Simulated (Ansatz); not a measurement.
Run report: CH6OSn, nudged elastic band

System: CH6OSn.
Method: RKS PBE0-D4/def2-SVP (Ansatz 0.2.0).

Figures and captions count atoms from 1; the log counts them from 0 in places.

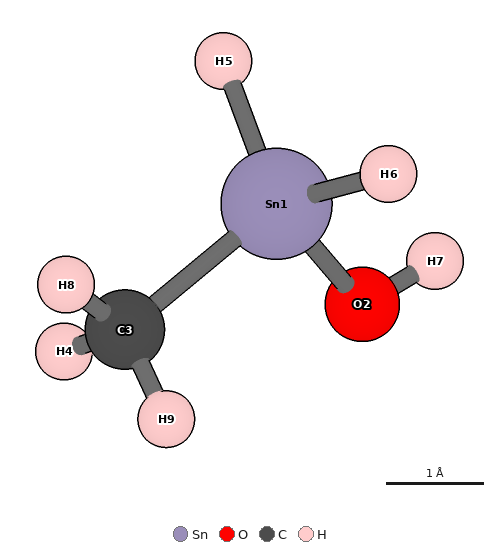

Fig. 1: The starting structure (ball-and-stick view, seen at a tilt; atoms are numbered from 1 in the order of the input). Sticks mark near contacts.

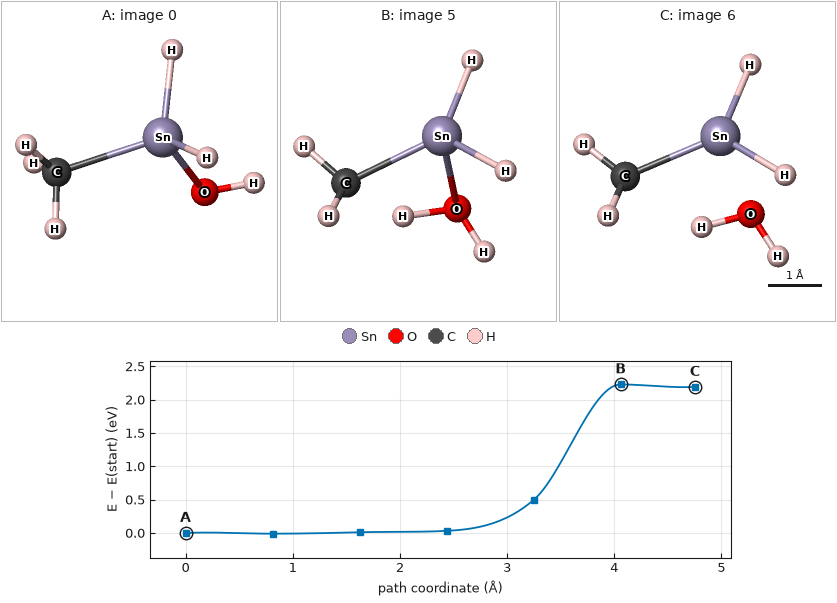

Fig. 2: Images of the last band (counted from 0; ball-and-stick, seen at a tilt) above the energy along the path; the line is a cubic interpolation that uses the forces. The highest image is number 5, 2.230 eV above the start and 0.039 eV above the end (the climbing image); the end lies 2.191 eV above the start. The path is 4.75 Å long. The band converged in 11 iterations. The end points carry forces over 0.1 eV/Å, so they aren't fully relaxed minima and the barriers are approximate.

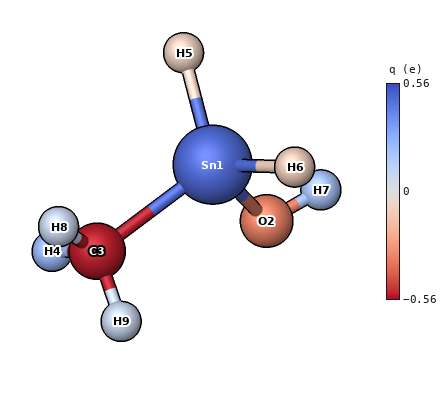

Fig. 3: Mulliken charges, as the colour of each atom (ball-and-stick view, seen at a tilt; atoms are numbered from 1 in the order of the input). By element: Sn +0.48, O −0.33, C −0.53 and H −0.10 to +0.23 e.

These pictures come from the run below.

Input file
```yaml
crystal:
  periodic: [false, false, false]
  atoms:
    - {symbol: Sn, position_ang: [-0.040849, 0.330719, 0.697691]}
    - {symbol: O, position_ang: [1.825094, 0.761055, 0.217025]}
    - {symbol: C, position_ang: [-0.712488, -0.750937, -1.001628]}
    - {symbol: H, position_ang: [-0.599183, -0.128827, -1.889258]}
    - {symbol: H, position_ang: [-0.877834, 1.805023, 0.952952]}
    - {symbol: H, position_ang: [-0.017195, -0.594049, 2.141136]}
    - {symbol: H, position_ang: [2.292184, 1.259973, 0.889830]}
    - {symbol: H, position_ang: [-1.760154, -1.031599, -0.890586]}
    - {symbol: H, position_ang: [-0.109576, -1.651359, -1.117159]}
basis:
  gaussian: {orbitals: def2-SVP}
hamiltonian: {xc: pbe0, dispersion: d4}
neb:
  images: 5
  climbing: true
  max_iterations: 40
  initial_path: idpp
  final_atoms:
    - {symbol: Sn, position_ang: [-0.647745, 0.034134, 0.912329]}
    - {symbol: O, position_ang: [1.420287, 1.060688, -0.222562]}
    - {symbol: C, position_ang: [-0.915494, -0.876387, -0.819769]}
    - {symbol: H, position_ang: [1.091806, 0.478594, -0.934729]}
    - {symbol: H, position_ang: [-1.209098, 1.593055, 1.285934]}
    - {symbol: H, position_ang: [0.331069, -0.597526, 2.156235]}
    - {symbol: H, position_ang: [2.307120, 0.757240, -0.001789]}
    - {symbol: H, position_ang: [-1.691768, -0.515875, -1.485235]}
    - {symbol: H, position_ang: [-0.686178, -1.933924, -0.890412]}
```

Run as:
```bash
ansatz run in.yaml --threads 4 --pin off --events-out ev --progress --plain --max-ram 9574MiB
```

Log
```
Functional definition: PBE0
  name "PBE0"
  cite "Adamo & Barone, J. Chem. Phys. 110, 6158 (1999) doi:10.1063/1.478522"
  cite "Perdew, Burke & Ernzerhof, Phys. Rev. Lett. 77, 3865 (1996) doi:10.1103/PhysRevLett.77.3865"
  parent pbe
  parameter a = 0.25
  parameter kappa = 0.804
  parameter beta = 0.06672455060314922
  exchange = (1 - a)*pbe_x(kappa = kappa, mu = beta*pi^2/3) + a*exact_x
  correlation = pbe_c(beta = beta)
999 factors; integrals over basis functions are off by at most 3.6e-4 eV
mean field evaluation 1: about -8998.6381 eV, gradient 6.4e1 eV
mean field evaluation 2: about -8980.6484 eV, gradient 1.1e2 eV
mean field evaluation 4: about -9006.9427 eV, gradient 6.2e0 eV
mean field evaluation 8: about -9007.0568 eV, gradient 3.3e-2 eV
mean field -9007.05679476 eV, -331.0032320051 hartree, gradient 3.6e-5 eV, S^2 0.000000; 0 other end points of the search recorded, 0 dependent functions left out
the calculation of the forces begins
reference -9007.05682442 eV, -331.0032330951 hartree; 21, 21 occupied and 63, 63 virtual orbitals, 999 factors
1001 factors; integrals over basis functions are off by at most 8.2e-4 eV
mean field evaluation 16: about -8968.2387 eV, gradient 1.0e2 eV
mean field -9004.85761715 eV, -330.9224137186 hartree, gradient 5.0e-5 eV, S^2 0.000000; 0 other end points of the search recorded, 0 dependent functions left out
[... from here on the field's lines of each further geometry are left out, up to the last ...]
WARN: NEB end point (image 0): max|allowed force component| = 3.322e-1 eV/Å (the criterion of neb.relax_end_points is 1.000e-2). That is over neb.f_tol: it is no minimum, so the barrier can be far off. Relax it first
WARN: NEB end point (image 6): max|allowed force component| = 3.552e-1 eV/Å (the criterion of neb.relax_end_points is 1.000e-2). That is over neb.f_tol: it is no minimum, so the barrier can be far off. Relax it first
NEB iter   1: max|band force component| = 3.095e0 eV/Å  barrier→ = 4.1866 eV  barrier← = 1.9954 eV  Δτ_max = 0.2000 Å  (180 SCF iters)
NEB iter   2: max|band force component| = 3.255e0 eV/Å  barrier→ = 2.7512 eV  barrier← = 0.5601 eV  Δτ_max = 0.2000 Å  (146 SCF iters)
NEB iter   3: max|band force component| = 2.892e0 eV/Å  barrier→ = 2.3374 eV  barrier← = 0.1462 eV  Δτ_max = 0.2000 Å  (141 SCF iters)
NEB iter   4: max|band force component| = 3.581e0 eV/Å  barrier→ = 2.3404 eV  barrier← = 0.1492 eV  Δτ_max = 0.1002 Å  (146 SCF iters)
NEB iter   5: max|band force component| = 6.087e-1 eV/Å  barrier→ = 2.2336 eV  barrier← = 0.0424 eV  Δτ_max = 0.1622 Å  (145 SCF iters)
NEB iter   6: max|band force component| = 1.055e0 eV/Å  barrier→ = 2.2387 eV  barrier← = 0.0475 eV  Δτ_max = 0.0807 Å  (144 SCF iters)
NEB iter   7: max|band force component| = 2.766e-1 eV/Å  barrier→ = 2.2372 eV  barrier← = 0.0460 eV  CI = image 5  Δτ_max = 0.1581 Å  (137 SCF iters)
NEB iter   8: max|band force component| = 1.641e-1 eV/Å  barrier→ = 2.2322 eV  barrier← = 0.0410 eV  CI = image 5  Δτ_max = 0.1175 Å  (142 SCF iters)
NEB iter   9: max|band force component| = 1.524e-1 eV/Å  barrier→ = 2.2309 eV  barrier← = 0.0397 eV  CI = image 5  Δτ_max = 0.0465 Å  (147 SCF iters)
NEB iter  10: max|band force component| = 1.037e-1 eV/Å  barrier→ = 2.2305 eV  barrier← = 0.0393 eV  CI = image 5  Δτ_max = 0.0571 Å  (134 SCF iters)
the calculation of the forces begins
reference -9004.85455751 eV, -330.9223012789 hartree; 21, 21 occupied and 63, 63 virtual orbitals, 1001 factors
these checks for a lower state are left out or cut short: stability, starts, cluster_reference, orbital_swaps, neighbouring_geometries, increment
1001 factors; integrals over basis functions are off by at most 9.8e-4 eV
mean field -9004.80739878 eV, -330.9205682273 hartree, gradient 2.5e-6 eV, S^2 0.000000; 0 other end points of the search recorded, 0 dependent functions left out
the calculation of the forces begins
reference -9004.80742738 eV, -330.9205692785 hartree; 21, 21 occupied and 63, 63 virtual orbitals, 1001 factors
NEB iter  11: max|band force component| = 4.990e-2 eV/Å  barrier→ = 2.2302 eV  barrier← = 0.0390 eV  CI = image 5  CI's point: of a kind that is not told: the force calls were inconclusive, a negative curvature could not be distinguished from the path's own, the only one lies far off the path, or fixed occupations may fill a level only in part  Δτ_max = 0.0000 Å  (1010 SCF iters)
Total energy: -9004.94666818 eV, -330.9256862836 hartree
Atom 0 at    -0.488317     0.162736     0.950344 Å, force    -0.003771    -0.009471    -0.003716 eV/Å
Atom 1 at     1.069234     1.056597    -0.443530 Å, force    -0.034434     0.055612    -0.000021 eV/Å
Atom 2 at    -0.590079    -0.935011    -0.789642 Å, force     0.003962    -0.004572     0.000369 eV/Å
Atom 3 at     0.642658     0.220136    -0.989744 Å, force     0.044552     0.000836     0.017780 eV/Å
Atom 4 at    -1.341410     1.607780     1.295200 Å, force     0.002291    -0.000682     0.002903 eV/Å
Atom 5 at     0.551392    -0.228838     2.263863 Å, force    -0.002085     0.003279    -0.001564 eV/Å
Atom 6 at     2.019676     0.946912    -0.302501 Å, force    -0.002127    -0.044067    -0.017102 eV/Å
Atom 7 at    -1.541166    -0.836780    -1.333426 Å, force    -0.006314     0.000552     0.000119 eV/Å
Atom 8 at    -0.321989    -1.993531    -0.650562 Å, force    -0.002073    -0.001488     0.001232 eV/Å
Dipole moment:     0.216973     0.009545     0.306621 e Å
```

The last band as extended XYZ (Å, eV, eV/Å)
```
9
Properties=species:S:1:pos:R:3:forces:R:3 image=0 energy=-9007.17684
Sn   -0.0408    0.3307    0.6977   -0.2158  -0.0055   0.1516
O     1.8251    0.7611    0.2170    0.3322  -0.0076  -0.2599
C    -0.7125   -0.7509   -1.0016   -0.0008   0.0731   0.1443
H    -0.5992   -0.1288   -1.8893    0.0339   0.1757  -0.2514
H    -0.8778    1.8050    0.9530   -0.0866   0.0764   0.0071
H    -0.0172   -0.5940    2.1411   -0.0340  -0.0746   0.0824
H     2.2922    1.2600    0.8898    0.0906   0.1011   0.1399
H    -1.7602   -1.0316   -0.8906   -0.2923  -0.0846   0.0189
H    -0.1096   -1.6514   -1.1172    0.1729  -0.2540  -0.0331
9
Properties=species:S:1:pos:R:3:forces:R:3 image=1 energy=-9007.18708
Sn   -0.0232    0.3152    0.7143    0.0044   0.0015  -0.0021
O     1.7529    0.9780    0.0918   -0.0036  -0.0019   0.0024
C    -0.7031   -0.8119   -0.9682    0.0003   0.0013   0.0032
H    -0.2478   -0.3807   -1.8707   -0.0004   0.0011  -0.0027
H    -1.0203    1.6741    1.0659    0.0005   0.0000  -0.0005
H     0.2101   -0.6355    2.1305   -0.0009  -0.0003   0.0007
H     2.2179    1.4867    0.7646    0.0001   0.0001  -0.0005
H    -1.7973   -0.7659   -1.0548   -0.0001  -0.0027   0.0000
H    -0.3892   -1.8602   -0.8733   -0.0004   0.0009  -0.0007
9
Properties=species:S:1:pos:R:3:forces:R:3 image=2 energy=-9007.16563
Sn   -0.0678    0.3670    0.7234    0.0151   0.0137  -0.0192
O     1.5126    1.3513   -0.0001   -0.0213  -0.0287   0.0048
C    -0.6649   -0.8578   -0.9264   -0.0057  -0.0017  -0.0154
H     0.0277   -0.6320   -1.7500   -0.0098  -0.0100  -0.0012
H    -1.2386    1.5411    1.1711    0.0095   0.0006  -0.0067
H     0.4405   -0.5359    2.0992    0.0109  -0.0006  -0.0087
H     2.2675    1.3219    0.5958    0.0187   0.0338   0.0385
H    -1.6917   -0.6330   -1.2445   -0.0095  -0.0054   0.0096
H    -0.5852   -1.9226   -0.6685   -0.0078  -0.0018  -0.0020
9
Properties=species:S:1:pos:R:3:forces:R:3 image=3 energy=-9007.14447
Sn   -0.1340    0.4038    0.8143    0.0506   0.0269  -0.0354
O     1.3643    1.5563    0.1652   -0.0162   0.0172   0.0761
C    -0.5648   -0.8697   -0.8607   -0.0184   0.0034   0.0428
H     0.1712   -0.5787   -1.6230   -0.0166  -0.0613  -0.0885
H    -1.3554    1.5392    1.1915   -0.0009  -0.0084  -0.0175
H     0.3875   -0.4561    2.2114   -0.0087  -0.0141  -0.0113
H     2.1500    1.0321   -0.0244    0.0244   0.0263   0.0074
H    -1.5744   -0.6925   -1.2550   -0.0119   0.0040   0.0143
H    -0.4442   -1.9344   -0.6192   -0.0022   0.0061   0.0121
9
Properties=species:S:1:pos:R:3:forces:R:3 image=4 energy=-9006.67823
Sn   -0.2700    0.3443    0.9009    0.4527   0.3429  -0.0872
O     1.1416    1.2882   -0.2105    0.0841   0.4635   0.3985
C    -0.5345   -0.8774   -0.8174    0.0963   0.0991  -0.0205
H     0.3019   -0.2655   -1.2512   -0.6692  -0.9169  -0.5231
H    -1.3704    1.5920    1.2853   -0.0698  -0.0524  -0.0043
H     0.4851   -0.3044    2.2965   -0.0593  -0.0961   0.0493
H     2.0311    0.9227   -0.1659   -0.0156   0.0070   0.1949
H    -1.4856   -0.7580   -1.3548    0.0935   0.0764   0.0170
H    -0.2991   -1.9420   -0.6828    0.0873   0.0765  -0.0245
9
Properties=species:S:1:pos:R:3:forces:R:3 image=5 energy=-9004.94664
Sn   -0.4883    0.1627    0.9503   -0.0038  -0.0095  -0.0037
O     1.0692    1.0566   -0.4435   -0.0344   0.0556   0.0000
C    -0.5901   -0.9350   -0.7896    0.0040  -0.0046   0.0004
H     0.6427    0.2201   -0.9897    0.0446   0.0008   0.0178
H    -1.3414    1.6078    1.2952    0.0023  -0.0007   0.0029
H     0.5514   -0.2288    2.2639   -0.0021   0.0033  -0.0016
H     2.0197    0.9469   -0.3025   -0.0021  -0.0441  -0.0171
H    -1.5412   -0.8368   -1.3334   -0.0063   0.0006   0.0001
H    -0.3220   -1.9935   -0.6506   -0.0021  -0.0015   0.0012
9
Properties=species:S:1:pos:R:3:forces:R:3 image=6 energy=-9004.98564
Sn   -0.5860    0.0670    0.9514    0.0458   0.0988   0.0614
O     1.2456    1.1956   -0.4593   -0.1801   0.2027   0.0872
C    -0.8390   -1.0823   -0.6348    0.1466   0.1433   0.0245
H     0.9539    0.4909   -1.0695    0.0154  -0.1067  -0.0528
H    -1.3286    1.5767    1.1841   -0.0537   0.0927   0.0192
H     0.5480   -0.2725    2.1775    0.0720  -0.0294   0.0809
H     2.1778    1.0376   -0.2770    0.1246  -0.1070  -0.0081
H    -1.6985   -0.9105   -1.2729   -0.2975   0.0607  -0.2242
H    -0.4732   -2.1025   -0.5994    0.1271  -0.3552   0.0119
```

Key numbers

| quantity | value |
| --- | --- |
| outcome | converged |
| barrier, forward | 2.230 eV |
| barrier, backward | 0.039 eV |
| dipole moment (one image of the band) | 1.80 D |
| hardware | 4 threads of Arm Neoverse V2, 23 GiB of memory available, shared host |
| wall time | 92 s (CPU time 5.4 min) |
| peak memory | 0.43 GiB |
